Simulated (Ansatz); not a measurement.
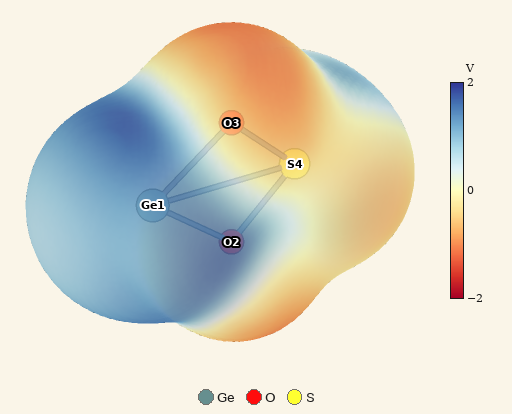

Figure. GeO2S (SMILES [O]1[S+]2[O][Ge-]12). The molecular electrostatic potential painted on the density surface at 0.002 e/bohr³, seen at a tilt; the colour scale runs from red (negative) to blue (positive).

Geometry: PBE0-D3(BJ)/pcseg-1.

Level of theory: isolated molecule in a Gaussian basis; Kohn-Sham density functional theory, functional PBE0 in Ansatz.

**Which sites attract a positive test charge, and which a negative one?**

A positive charge is drawn to the negative regions and a negative charge to the positive ones. The most negative region (about −1.1 V, or −25 kcal/mol for a unit charge) lies over O2 and O3, the most positive (about +1.7 V, or +39 kcal/mol for a unit charge) over Ge1.
